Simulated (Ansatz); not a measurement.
# CH2NSi (SMILES N#C[SiH2]): levels of theory compared

We compute a comparison of 6 runs (U-revPBE/STO-3G, UB3LYP/STO-3G, UMP2/STO-3G, UCCSDT(Q)/STO-3G, UCCSDT/STO-3G, UCCSD/STO-3G) of CH2NSi. 

Program for the calculation: Ansatz 0.2.0.

74 further runs of the same task are left out: 5 that didn't finish, 69 set aside as unsound or not needed.

**1. The system as given**

CH2NSi has 5 atoms, charge 0, and is taken as a doublet. SMILES: `N#C[SiH2]`. The C2–N1 distance was set to 2.309 Å, away from the relaxed value. At this shape a bond of the SMILES string is far longer than usual.

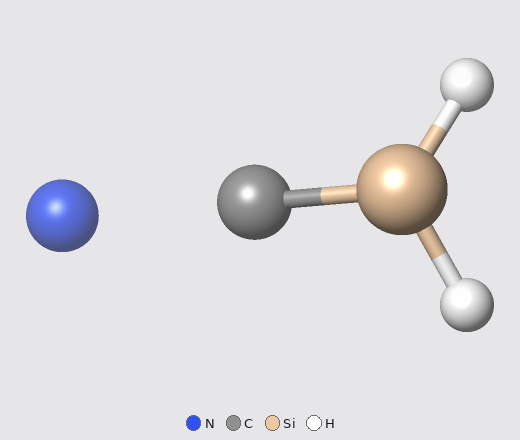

Viewed from a chosen angle; nitrogen blue, carbon grey, silicon light orange, hydrogen white.

**2. A single-point energy at U-revPBE/STO-3G (run 1)**

molecule.yaml

```yaml
crystal:
  periodic: [false, false, false]
  atoms:
    - symbol: N
      position_ang: [1.517704, -1.813205, 2.440708]
    - symbol: C
      position_ang: [0.565900, -0.625200, 0.703900]
    - symbol: Si
      position_ang: [-0.092000, 0.267800, -0.751900]
    - symbol: H
      position_ang: [-1.455400, -0.223000, -1.053700]
    - symbol: H
      position_ang: [-0.010400, 1.726000, -0.511800]
basis:
  gaussian: {orbitals: STO-3G}
total_charge: 0
magnetization: {spin_polarized: true, initial_magnetization: 1}
accuracy: high
hamiltonian: {xc: {name: revPBE}}
```

Launch:

```sh
ansatz run molecule.yaml --threads 1 --pin off --max-ram 2610MiB --events-out events.jsonl --progress --plain --runs-dir runs
```

Log:

```text
Warning: RAYON_NUM_THREADS=1 ignored (pool sized by the plan → 1); use --threads N
Functional definition: revPBE
  name "revPBE"
  parameter kappa = 1.245
  parameter beta = 0.06672455060314922
  exchange = pbe_x(kappa = kappa, mu = beta*pi^2/3)
  correlation = pbe_c(beta = beta)
357 factors; integrals over basis functions are off by at most 2.0e-8 eV
mean field evaluation 1: about -10274.5505 eV, gradient 5.1e1 eV
mean field evaluation 2: about -10014.4408 eV, gradient 6.3e1 eV
mean field evaluation 4: about -10250.9721 eV, gradient 6.4e1 eV
mean field evaluation 8: about -10300.0372 eV, gradient 4.3e0 eV
mean field evaluation 16: about -10300.7438 eV, gradient 2.0e-5 eV
mean field evaluation 32: about -10300.7438 eV, gradient 2.7e-3 eV
mean field evaluation 64: about -10299.6908 eV, gradient 7.1e-4 eV
mean field -10300.74383378 eV, -378.5453537966 hartree, gradient 2.2e-8 eV, S^2 2.322065; 4 other end points of the search recorded, 0 dependent functions left out
reference -10300.74383612 eV, -378.5453538824 hartree; 15, 14 occupied and 6, 7 virtual orbitals, 357 factors
Total energy: -10300.74383612 eV, -378.5453538824 hartree
```

Wall time 5.1 s (1 thread of Arm Neoverse V1, shared host); peak memory 0.13 GiB.

**3. The energy at UB3LYP/STO-3G (run 2)**

run.yaml

```yaml
crystal:
  periodic: [false, false, false]
  atoms:
    - {symbol: N, position_ang: [1.517704, -1.813205, 2.440708]}
    - {symbol: C, position_ang: [0.565900, -0.625200, 0.703900]}
    - {symbol: Si, position_ang: [-0.092000, 0.267800, -0.751900]}
    - {symbol: H, position_ang: [-1.455400, -0.223000, -1.053700]}
    - {symbol: H, position_ang: [-0.010400, 1.726000, -0.511800]}
basis:
  gaussian: {orbitals: STO-3G}
magnetization: {spin_polarized: true, initial_magnetization: 1}
hamiltonian: {xc: {name: B3LYP}}
accuracy: high
```

Launch:

```sh
ansatz run run.yaml --threads 1 --pin off --max-ram 2610MiB --events-out events.jsonl --progress --plain --runs-dir runs
```

Log:

```text
Warning: RAYON_NUM_THREADS=1 ignored (pool sized by the plan → 1); use --threads N
Functional definition: B3LYP
  name "B3LYP"
  parameter a0 = 0.2
  parameter ax = 0.72
  parameter ac = 0.81
  exchange = (1 - a0 - ax)*slater_x + ax*b88_x + a0*exact_x
  correlation = (1 - ac)*vwn_rpa_c + ac*lyp_c
357 factors; integrals over basis functions are off by at most 2.0e-8 eV
mean field evaluation 1: about -10271.5661 eV, gradient 5.4e1 eV
mean field evaluation 2: about -10018.6984 eV, gradient 6.6e1 eV
mean field evaluation 4: about -10253.2843 eV, gradient 7.1e1 eV
mean field evaluation 8: about -10300.4871 eV, gradient 4.0e0 eV
mean field evaluation 16: about -10302.7107 eV, gradient 3.2e-6 eV
mean field evaluation 32: about -10301.2385 eV, gradient 5.7e-4 eV
mean field evaluation 64: about -10302.4694 eV, gradient 2.8e0 eV
mean field -10302.71074794 eV, -378.6176365587 hartree, gradient 1.4e-8 eV, S^2 2.616559; 4 other end points of the search recorded, 0 dependent functions left out
reference -10302.71077681 eV, -378.6176376194 hartree; 15, 14 occupied and 6, 7 virtual orbitals, 357 factors
Total energy: -10302.71077681 eV, -378.6176376194 hartree
```

Wall time 4.5 s (1 thread of Arm Neoverse V1, shared host); peak memory 0.13 GiB.

Runs 3 to 5 aren't shown in full; the table further down has their settings and results.

**4. A single-point energy at UCCSD/STO-3G (run 6)**

molecule.yaml

```yaml
crystal:
  periodic: [false, false, false]
  atoms:
    - {symbol: "N", position_ang: [1.517704, -1.813205, 2.440708]}
    - {symbol: C, position_ang: [0.565900, -0.625200, 0.703900]}
    - {symbol: Si, position_ang: [-0.092000, 0.267800, -0.751900]}
    - {symbol: H, position_ang: [-1.455400, -0.223000, -1.053700]}
    - {symbol: H, position_ang: [-0.010400, 1.726000, -0.511800]}
basis:
  gaussian:
    orbitals: STO-3G
magnetization:
  spin_polarized: true
  initial_magnetization: 1
correlation:
  method: ccsd
  frozen_orbitals: {C: 1, H: 0, "N": 1, Si: 5}
accuracy: high
scf:
  omitted_lower_state_checks: [cluster_reference, increment]
```

Launch:

```sh
ansatz run molecule.yaml --threads 1 --pin off --max-ram 2610MiB --events-out events.jsonl --progress --plain --runs-dir runs
```

Log:

```text
Warning: RAYON_NUM_THREADS=1 ignored (pool sized by the plan → 1); use --threads N
[... 14 lines left out ...]
7 core orbitals not correlated: weight in the atoms' cores, before any rotation towards them, 1.000 or more for the frozen orbitals, at most 0.000 for the correlated occupied ones
[... 71 lines left out ...]
Total energy: -10279.92330186 eV, -377.7802133612 hartree
Checks for a lower state left out: cluster_reference, increment
```

It took 0.66 s on 1 thread of Arm Neoverse V1, shared host.

**5. The series**

```tsv
run	level	frozen core orbitals	energy (Eh)	⟨S²⟩	wall time
1	U-revPBE/STO-3G	–	-378.545354	2.322	5.1 s
2	UB3LYP/STO-3G	–	-378.617638	2.617	4.5 s
3	UMP2/STO-3G	7	-377.743008	3.459	0.4 s
4	UCCSDT(Q)/STO-3G	7	-377.785269	3.459	4.2 s
5	UCCSDT/STO-3G	7	-377.784783	3.459	3.9 s
6	UCCSD/STO-3G	7	-377.780213	3.459	0.66 s
```

**6. Results**

| quantity | value |
| --- | --- |
| run 6: total energy | -377.78021 Eh |
| run 6: correlation energy (7 core orbitals frozen) | -79.8 mEh |
| run 6: ⟨S²⟩ of the reference determinant | 3.459 |
| run 6: T1 diagnostic | 0.050 |

In words: Totals of different functionals can't be ranked against each other. In runs 1, 2, 3, 4, 5, 6 the basis is minimal, so the values are rough. Spin contamination of the reference: run 3 ⟨S²⟩ = 3.46, run 4 ⟨S²⟩ = 3.46, run 5 ⟨S²⟩ = 3.46, run 6 ⟨S²⟩ = 3.46, run 2 ⟨S²⟩ = 2.62, run 1 ⟨S²⟩ = 2.32. Where it is this large, the reference is a mixture of spin states, and values that rest on it are in doubt. All runs together took 19 s, the longest 5.1 s.
